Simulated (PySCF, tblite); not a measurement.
# C5H7NS: magnetic properties

Wanted: magnetic properties for C5H7NS (`C=C(CC#N)SC`).

Computed with tblite 0.8.0 and PySCF 2.14.0 and routines of our own; the level stands in each step. Atoms count from 0.

## 1. The starting structure

14 atoms, charge 0, multiplicity 1; geometry from: force field or distance geometry start.

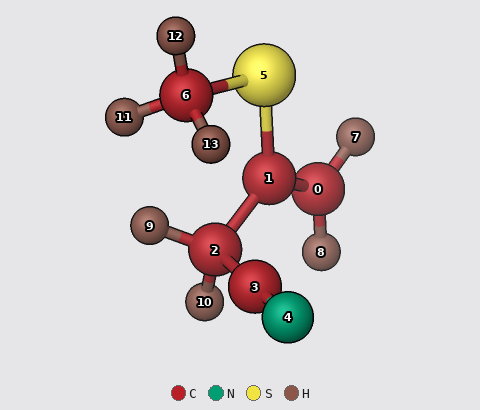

The starting geometry (carbon red, nitrogen teal, sulfur yellow, hydrogen brown).

## 2. Relaxing the molecule with GFN2-xTB, one coordinate held

What the job is given:

```
{"job": {"kind": "relax", "xc": "GFN2-xTB", "basis": "xTB"}, "charge": 0, "multiplicity": 1}
C     -0.054300    -1.757100     0.408800
C     -0.309200    -0.649200    -0.331500
C     -1.647300     0.020800    -0.340300
C     -1.643200     1.267100     0.445500
N     -1.644200     2.229400     1.097900
S      0.936900    -0.050100    -1.389700
C      0.046400     1.303500    -2.200400
H      0.903500    -2.258000     0.390200
H     -0.816400    -2.188500     1.057500
H     -1.958000     0.241900    -1.372000
H     -2.428400    -0.651200     0.052900
H     -0.831200     0.915400    -2.730100
H      0.702600     1.788700    -2.907600
H     -0.271600     2.045000    -1.466700
```

Command:

```sh
$ OMP_NUM_THREADS=1 python excited_run.py task.json out
```

This one command runs all jobs of the session in turn.

The log of the run:

```text
step      E/eV     max force
  0    -553.90738    2.525
  1    -553.86102    6.594
  2    -553.97921    1.270
  3    -553.99106    1.216
  4    -554.00821    0.272
  5    -554.01812    0.342
  6    -554.03044    0.500
  7    -554.03955    0.349
  8    -554.04644    0.233
  9    -554.05417    0.317
 10    -554.06334    0.423
 11    -554.07223    0.355
 12    -554.07944    0.255
 13    -554.08463    0.176
 14    -554.08815    0.208
 15    -554.09004    0.125
 16    -554.09087    0.073
 17    -554.09138    0.066
 18    -554.09180    0.086
 19    -554.09215    0.071
 20    -554.09246    0.068
 21    -554.09278    0.070
 22    -554.09309    0.069
 23    -554.09330    0.053
 24    -554.09342    0.040
 25    -554.09350    0.043
 26    -554.09360    0.047
 27    -554.09369    0.041
 28    -554.09377    0.034
 29    -554.09384    0.039
 30    -554.09393    0.051
 31    -554.09406    0.056
 32    -554.09421    0.049
 33    -554.09433    0.037
 34    -554.09442    0.043
 35    -554.09452    0.049
 36    -554.09464    0.042
 37    -554.09473    0.027
 38    -554.09479    0.028
 39    -554.09484    0.026
 40    -554.09492    0.031
 41    -554.09503    0.040
 42    -554.09515    0.037
 43    -554.09525    0.025
 44    -554.09530    0.021
 45    -554.09534    0.025
 46    -554.09538    0.026
 47    -554.09541    0.021
 48    -554.09543    0.023
```

It took 0.64 s on 1 thread of Arm Neoverse N1, shared host.

One coordinate is held by a constraint (a dihedral, as typed in the start), so the force along it need not vanish.

Step by step: (not every step is listed) (the energy doesn't fall at every step)

```
step  energy from step 0 (eV)  largest force (eV/Å)
   0                   0.0000                2.5247
   1                   0.0464                6.5939
   2                  -0.0718                1.2699
   3                  -0.0837                1.2164
   4                  -0.1008                0.2716
   5                  -0.1107                0.3421
   6                  -0.1231                0.5003
   7                  -0.1322                0.3494
   8                  -0.1391                0.2328
  11                  -0.1649                0.3549
  14                  -0.1808                0.2081
  17                  -0.1840                0.0660
  20                  -0.1851                0.0680
  23                  -0.1859                0.0529
  26                  -0.1862                0.0470
  29                  -0.1865                0.0393
  32                  -0.1868                0.0493
  35                  -0.1871                0.0489
  38                  -0.1874                0.0282
  41                  -0.1876                0.0398
  43                  -0.1879                0.0253
  44                  -0.1879                0.0208
  45                  -0.1880                0.0250
  46                  -0.1880                0.0263
  47                  -0.1880                0.0210
  48                  -0.1880                0.0234
```

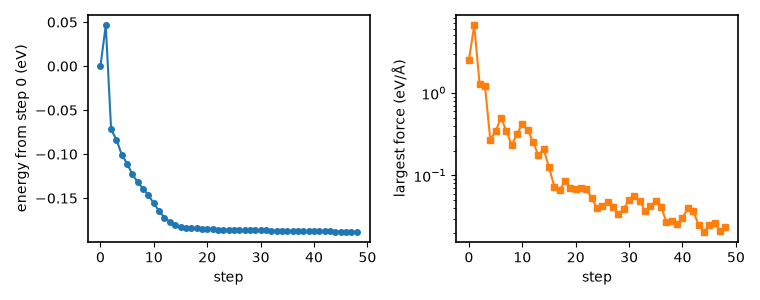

Energy and force, step by step.

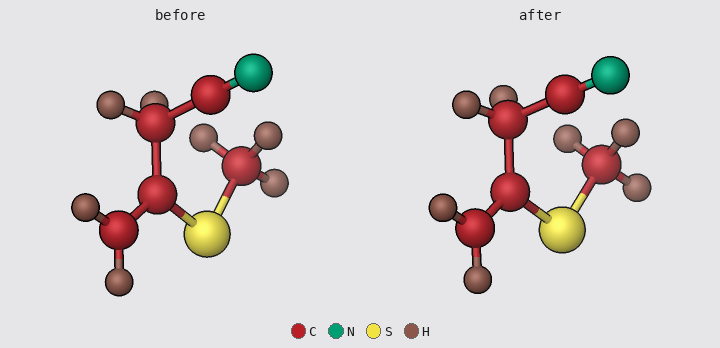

The geometry before (left) and after (right).

Close pairs (by a distance rule), those that changed most:

```
  bond  before (Å)  after (Å)  change (Å)
 C1–S5       1.741      1.774      +0.033
 C2–C3       1.473      1.443      -0.030
 C0–C1       1.357      1.327      -0.029
 C3–N4       1.163      1.143      -0.020
 C0–H8       1.090      1.076      -0.014
 C1–C2       1.496      1.506      +0.010
C6–H11       1.096      1.087      -0.009
C2–H10       1.103      1.094      -0.009
```

The next job starts from the end point, and lists it.

## 3. Magnetic properties: GIAO wB97X-D/pcSseg-1

What the job is given:

```
{"job": {"kind": "mag", "xc": "wB97X-D", "basis": "pcSseg-1", "isotopologues": 0}, "charge": 0, "multiplicity": 1}
C     -0.071257    -1.754565     0.412062
C     -0.374285    -0.702374    -0.338048
C     -1.726289    -0.040045    -0.284782
C     -1.650680     1.215315     0.423300
N     -1.570330     2.208530     0.982884
S      0.867070    -0.047351    -1.423439
C      0.077081     1.372709    -2.239997
H      0.902177    -2.208393     0.364291
H     -0.782683    -2.190639     1.091520
H     -2.120302     0.143700    -1.288553
H     -2.424429    -0.691398     0.249080
H     -0.714446     1.040128    -2.906039
H      0.867229     1.834773    -2.823776
H     -0.292646     2.078512    -1.502611
```

Level: GIAO wB97X-D/pcSseg-1 magnetisability, rotational g tensor and spin-rotation constants, non-relativistic, gas phase.

The log of the run:

```text
coarse grid: 12456 points
cycle   1  E = -647.3601793494  dE =  1.070e+00  |g| = 5.839e-01  |ddm| = 3.449e+00
cycle   2  E = -647.2683477911  dE =  9.183e-02  |g| = 9.268e-01  |ddm| = 1.217e+00
cycle   3  E = -647.4511068242  dE = -1.828e-01  |g| = 5.251e-02  |ddm| = 6.465e-01
cycle   4  E = -647.4517105225  dE = -6.037e-04  |g| = 3.409e-02  |ddm| = 9.978e-02
cycle   5  E = -647.4519703777  dE = -2.599e-04  |g| = 9.569e-03  |ddm| = 3.625e-02
cycle   6  E = -647.4519937543  dE = -2.338e-05  |g| = 2.499e-03  |ddm| = 1.217e-02
cycle   7  E = -647.4519956703  dE = -1.916e-06  |g| = 8.297e-04  |ddm| = 4.462e-03
final grid: 116384 points
cycle   8  E = -647.5014848689  dE = -1.727e-04  |g| = 5.328e-03  |ddm| = 4.068e-02
cycle   9  E = -647.5014851608  dE = -2.918e-07  |g| = 5.520e-03  |ddm| = 8.849e-03
cycle  10  E = -647.5014907389  dE = -5.578e-06  |g| = 1.478e-03  |ddm| = 3.772e-03
cycle  11  E = -647.5014911515  dE = -4.126e-07  |g| = 4.657e-04  |ddm| = 1.392e-03
cycle  12  E = -647.5014912074  dE = -5.584e-08  |g| = 1.411e-04  |ddm| = 5.637e-04
cycle  13  E = -647.5014912124  dE = -4.991e-09  |g| = 3.718e-05  |ddm| = 1.784e-04
cycle  14  E = -647.5014912129  dE = -5.587e-10  |g| = 1.257e-05  |ddm| = 7.433e-05
converged SCF energy = -647.5014912129

Magnetisability tensor (1e-30 J/T^2)
    -1083.32      -14.87      -33.10
      -14.87    -1275.34      -56.87
      -33.10      -56.87    -1185.42
isotropic -1181.36   principal values   -1306.40  -1164.17  -1073.51
isotropic susceptibility -71.143 1e-6 cm^3/mol

Inertial axes            a          b          c
rot. const./GHz      2.7519     1.9122     1.2927
chi total           -69.610    -71.726    -72.095
chi diamagnetic    -555.113   -689.319  -1003.203
chi paramagnetic    485.503    617.593    931.109
quadrupole/D A      -13.387     12.035      1.352
g nuclear            0.6104     0.5312     0.5536
g electronic        -0.6277    -0.5548    -0.5655
g total             -0.0173    -0.0236    -0.0119

Spin-rotation constants (kHz, H = +C I.J)
atom  isotope        aa         bb         cc
  4    14N        0.381      0.355      0.198
  7     1H        0.081     -0.181     -0.087
  8     1H       -0.092      0.014     -0.139
  9     1H       -0.293     -0.125     -0.024
 10     1H       -0.232     -0.015     -0.123
 11     1H       -0.300     -0.200      0.032
 12     1H       -0.182     -0.056     -0.133
 13     1H        0.024     -0.171     -0.120
  0    13C*       1.012      0.572      0.267
  1    13C*       1.191      0.661      0.312
  2    13C*       0.392      0.294      0.197
  3    13C*       0.734      0.688      0.355
  5    33S*       0.791      0.400      0.402
  6    13C*       0.383      0.258      0.187
* in the singly substituted isotopologue
```

It took 58 s on 1 thread of Arm Neoverse N1, shared host; peak memory 0.79 GiB.

Key values:

```
              quantity                      value
       magnetisability           -1181·10⁻³⁰ J/T²
  molar susceptibility         -71.1·10⁻⁶ cm³/mol
rotational g (a, b, c)  -0.0173, -0.0236, -0.0119
```

Orbitals, density, ELF and potential are computed afterwards from the orbital file.

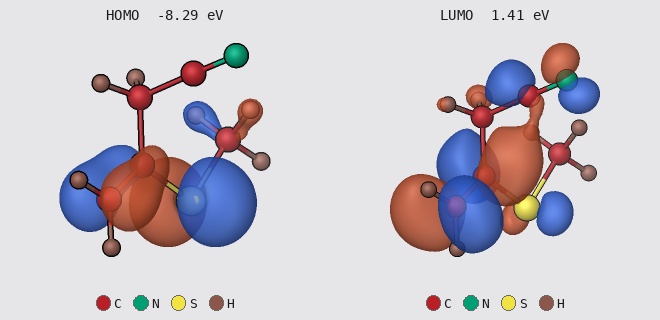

Frontier orbitals at wB97X-D/pcSseg-1; each surface holds 70 % of the orbital's density, blue and red mark the sign.

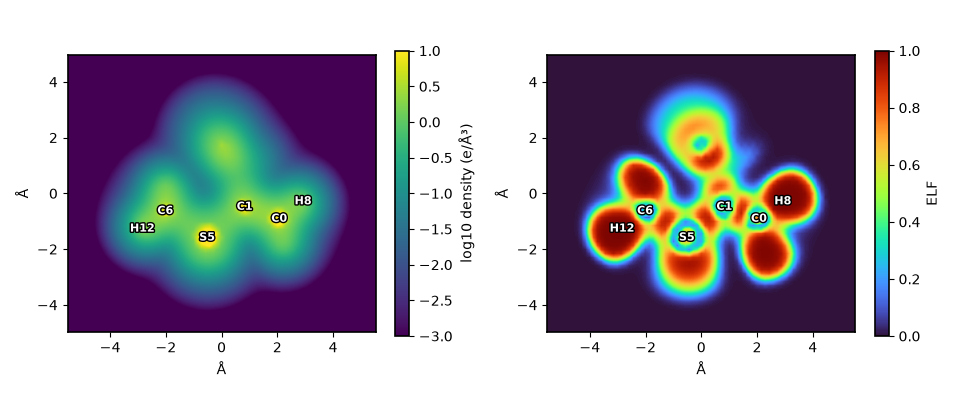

Density (left) and ELF (right) in a plane through or near 6 of the atoms.

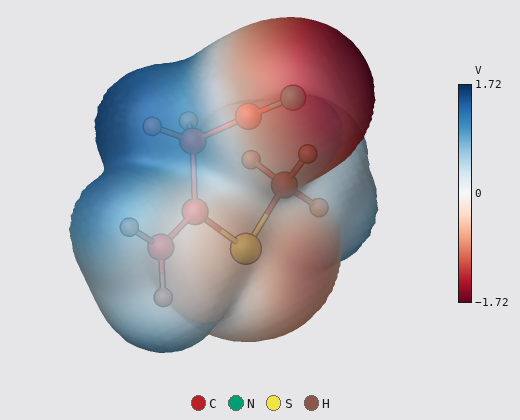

The potential that a unit positive charge feels on the 0.002 e/bohr³ surface, from the 1st to the 99th percentile, from -1.72 V near N4 to 1.56 V near H9.

## 4. What came out

| quantity | value |
| --- | --- |
| magnetisability (step 3, GIAO wB97X-D/pcSseg-1) | -1181·10⁻³⁰ J/T² |
| molar susceptibility (step 3, GIAO wB97X-D/pcSseg-1) | -71.1·10⁻⁶ cm³/mol |
| rotational g (a, b, c) (step 3, GIAO wB97X-D/pcSseg-1) | -0.0173, -0.0236, -0.0119 |
| surface potential, 1st and 99th percentile | -1.72 V and 1.56 V |

What this shows: The values above hold for this geometry and these levels alone. Vibrational averaging and real surroundings are missing from these values.
